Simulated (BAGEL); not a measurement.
**C3H4NO (SMILES N=[C]C1CO1), run twice**

Wanted: the energy of C3H4NO, ROHF/6-31G* (density fitting with qzvpp-jkfit, spherical functions).

The results are computed with BAGEL 1.2.2.

2 further runs of the same task are left out: 2 that didn't finish. Runs told in other sessions of the task aren't counted.

## (1) The system as given

C3H4NO has 9 atoms, charge 0, and is taken as a doublet. SMILES: `N=[C]C1CO1`. The N1–C2 distance was set to 1.855 Å, away from the relaxed value.

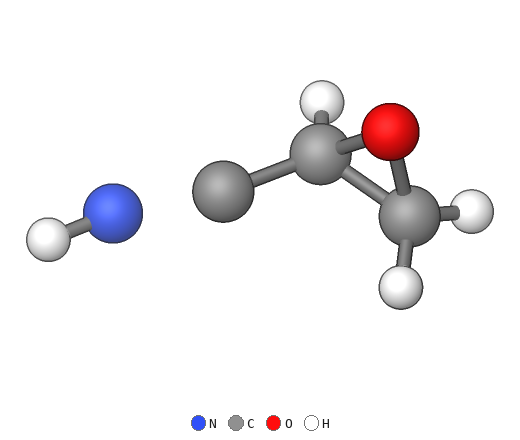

Viewed from a chosen angle; nitrogen blue, carbon grey, oxygen red, hydrogen white.

## (2) Try one

input.json

```json
{ "bagel" : [

{
  "title" : "molecule",
  "basis" : "6-31gs.json",
  "df_basis" : "qzvpp-jkfit",
  "angstrom" : true,
  "geometry" : [
    { "atom" : "N", "xyz" : [   -1.113785,    2.125323,    1.325989 ] },
    { "atom" : "C", "xyz" : [   -0.356380,    0.459370,    1.023960 ] },
    { "atom" : "C", "xyz" : [    0.542840,    0.077100,   -0.050990 ] },
    { "atom" : "C", "xyz" : [    0.142920,   -1.006730,   -0.969250 ] },
    { "atom" : "O", "xyz" : [    1.128200,   -1.196250,   -0.010640 ] },
    { "atom" : "H", "xyz" : [   -1.727325,    2.277443,    2.117369 ] },
    { "atom" : "H", "xyz" : [    1.202270,    0.859030,   -0.438270 ] },
    { "atom" : "H", "xyz" : [    0.472590,   -0.963930,   -2.001360 ] },
    { "atom" : "H", "xyz" : [   -0.796280,   -1.520700,   -0.795450 ] }
  ]
},
{ "title" : "uhf", "nopen" : 1 },
{ "title" : "print", "file" : "orbitals.molden", "orbitals" : true }

]}
```

The basis set 6-31G* is read from a file made from the Basis Set Exchange's data (not shown).

Command:

```bash
$ BAGEL_NUM_THREADS=1 BAGEL input.json > input.out
```

Log:

```text
* using 1 threads per process

  ===============================================================
  ===============================================================

  *** Geometry ***

  { "atom" : "N", "xyz" : [     -2.104749,      4.016278,      2.505756 ] },
  { "atom" : "C", "xyz" : [     -0.673461,      0.868083,      1.935004 ] },
  { "atom" : "C", "xyz" : [      1.025819,      0.145698,     -0.096357 ] },
  { "atom" : "C", "xyz" : [      0.270080,     -1.902444,     -1.831617 ] },
  { "atom" : "O", "xyz" : [      2.131989,     -2.260585,     -0.020107 ] },
  { "atom" : "H", "xyz" : [     -3.264171,      4.303744,      4.001248 ] },
  { "atom" : "H", "xyz" : [      2.271961,      1.623331,     -0.828210 ] },
  { "atom" : "H", "xyz" : [      0.893066,     -1.821564,     -3.782022 ] },
  { "atom" : "H", "xyz" : [     -1.504751,     -2.873707,     -1.503183 ] },

  Number of auxiliary basis functions:      451

  Since a DF basis is specified, we compute 2- and 3-index integrals:
    o Being stored without compression. Storage requirement is 0.022 GB

  Number of basis functions:       78
  Number of electrons      :       37

    * METHOD: MOLECULE                             0.21

  *** Open-shell HF ***

  === Nuclear Repulsion ===
   145.9696767351

      * DIIS with orbital gradients will be used.

  === UHF iteration (6-31gs.json) ===
      0       -244.44885283          0.05529815           0.08
      1       -243.77753270          0.09328485           0.09
      2       -243.19354339          0.10318822           0.09
      3       -244.86183448          0.00837319           0.09
      4       -244.88582296          0.00412593           0.09
      5       -244.89479457          0.00246308           0.09
      6       -244.90153887          0.00187584           0.09
      7       -244.90714306          0.00112169           0.08
      8       -244.91009763          0.00063120           0.08
      9       -244.91189483          0.00053327           0.09
     10       -244.91242313          0.00037284           0.09
     11       -244.91370280          0.00054819           0.09
     12       -244.91398601          0.00056638           0.09
     13       -244.91404699          0.00059121           0.09
     14       -244.91374299          0.00056445           0.09
     15       -244.91277995          0.00029683           0.09
     16       -244.91254679          0.00016439           0.08
     17       -244.91256364          0.00012052           0.09
     18       -244.91258897          0.00009762           0.09
     19       -244.91257024          0.00006007           0.10
     20       -244.91257016          0.00003278           0.09
     21       -244.91257574          0.00003405           0.09
     22       -244.91257488          0.00003157           0.09
     23       -244.91257551          0.00003128           0.09
     24       -244.91257599          0.00003109           0.08
     25       -244.91257642          0.00003066           0.09
     26       -244.91257791          0.00003094           0.09
[... 60 lines of this table left out ...]
     87       -244.91257192          0.00000052           0.08
     88       -244.91257191          0.00000041           0.08
     89       -244.91257191          0.00000039           0.08
     90       -244.91257191          0.00000039           0.09
     91       -244.91257191          0.00000039           0.09
     92       -244.91257191          0.00000040           0.09
     93       -244.91257191          0.00000039           0.08
     94       -244.91257191          0.00000039           0.09
     95       -244.91257191          0.00000039           0.09
     96       -244.91257192          0.00000039           0.09
     97       -244.91257192          0.00000039           0.09
     98       -244.91257192          0.00000039           0.09
     99       -244.91257192          0.00000039           0.08
    * Max iteration reached in SCF.

    * S^2 (UHF) is 0.9718

    * Permanent dipole moment:
           (    0.152295,     0.373102,     0.797044) a.u.

    * METHOD: UHF                                  8.89

    * METHOD: PRINT                                0.01

  ===============================================================
```

It took 9.3 s on 1 thread of Intel Xeon at 2.60GHz (Ice Lake), shared host; peak memory 0.1 GiB.

## (3) Reading the log

The run stopped without converging.

In place of `{ "title" : "uhf", "nopen" : 1 },` the sound input has `{ "title" : "rohf", "nopen" : 1 },`. The next try takes another reference, ROHF in place of UHF: a different method, not a cure for the first.

## (4) The mended input

Edit input.json of step 2 so:

```diff
@@ -19,3 +19,3 @@
 },
-{ "title" : "uhf", "nopen" : 1 },
+{ "title" : "rohf", "nopen" : 1 },
 { "title" : "print", "file" : "orbitals.molden", "orbitals" : true }
```

The basis set 6-31G* is read from a file made from the Basis Set Exchange's data (not shown).

Command:

```bash
$ BAGEL_NUM_THREADS=1 BAGEL input.json > input.out
```

Log:

```text
* using 1 threads per process

  ===============================================================
  ===============================================================

  *** Geometry ***

  { "atom" : "N", "xyz" : [     -2.104749,      4.016278,      2.505756 ] },
  { "atom" : "C", "xyz" : [     -0.673461,      0.868083,      1.935004 ] },
  { "atom" : "C", "xyz" : [      1.025819,      0.145698,     -0.096357 ] },
  { "atom" : "C", "xyz" : [      0.270080,     -1.902444,     -1.831617 ] },
  { "atom" : "O", "xyz" : [      2.131989,     -2.260585,     -0.020107 ] },
  { "atom" : "H", "xyz" : [     -3.264171,      4.303744,      4.001248 ] },
  { "atom" : "H", "xyz" : [      2.271961,      1.623331,     -0.828210 ] },
  { "atom" : "H", "xyz" : [      0.893066,     -1.821564,     -3.782022 ] },
  { "atom" : "H", "xyz" : [     -1.504751,     -2.873707,     -1.503183 ] },

  Number of auxiliary basis functions:      451

  Since a DF basis is specified, we compute 2- and 3-index integrals:
    o Being stored without compression. Storage requirement is 0.022 GB

  Number of basis functions:       78
  Number of electrons      :       37

    * METHOD: MOLECULE                             0.30

  *** Open-shell HF ***

  === Nuclear Repulsion ===
   145.9696767351

      * DIIS with orbital gradients will be used.

  === ROHF iteration (6-31gs.json) ===
      0       -244.44885283          0.05529815           0.08
      1       -243.74621999          0.09390883           0.08
      2       -243.09319261          0.10475515           0.09
      3       -244.86168915          0.00821879           0.09
      4       -244.87642638          0.00419515           0.09
      5       -244.88286150          0.00263150           0.09
      6       -244.88776423          0.00219068           0.09
      7       -244.89254401          0.00159775           0.09
      8       -244.89684855          0.00087765           0.08
      9       -244.89838624          0.00042575           0.09
     10       -244.89860462          0.00026354           0.09
     11       -244.89866089          0.00018168           0.09
     12       -244.89871806          0.00011096           0.09
     13       -244.89872859          0.00007689           0.09
     14       -244.89873981          0.00005168           0.09
     15       -244.89874372          0.00002994           0.08
     16       -244.89872686          0.00001985           0.08
     17       -244.89871630          0.00001616           0.09
     18       -244.89871370          0.00001437           0.09
     19       -244.89871383          0.00001322           0.11
     20       -244.89871389          0.00001229           0.09
     21       -244.89871416          0.00001126           0.09
     22       -244.89871455          0.00000962           0.09
     23       -244.89871529          0.00000685           0.08
     24       -244.89871744          0.00000441           0.09
     25       -244.89871795          0.00000325           0.09
     26       -244.89871848          0.00000236           0.09
     27       -244.89871830          0.00000158           0.09
     28       -244.89871838          0.00000114           0.09
     29       -244.89871816          0.00000068           0.09
     30       -244.89871809          0.00000050           0.09
     31       -244.89871796          0.00000035           0.08
     32       -244.89871791          0.00000031           0.09
     33       -244.89871789          0.00000029           0.09
     34       -244.89871791          0.00000026           0.09
     35       -244.89871788          0.00000022           0.08
     36       -244.89871788          0.00000019           0.09
     37       -244.89871787          0.00000015           0.08
     38       -244.89871786          0.00000009           0.08
     39       -244.89871786          0.00000006           0.08
     40       -244.89871787          0.00000004           0.09
     41       -244.89871787          0.00000003           0.09
     42       -244.89871788          0.00000002           0.09
     43       -244.89871788          0.00000001           0.09
     44       -244.89871788          0.00000001           0.09
    * SCF iteration converged.

    * S^2 (ROHF) is 0.7500

    * Permanent dipole moment:
           (    0.071596,     0.667695,     0.806494) a.u.

    * METHOD: ROHF                                 4.05

    * METHOD: PRINT                                0.01

  ===============================================================
```

Run time: 4.8 s. Hardware: 1 thread of Intel Xeon at 2.60GHz (Ice Lake), shared host; peak memory 0.1 GiB.

## (5) What came out

At ROHF/6-31G* (density fitting with qzvpp-jkfit, spherical functions):

```
     quantity          value
 total energy  -244.89872 Eh
dipole moment         2.67 D
         ⟨S²⟩          0.750
```
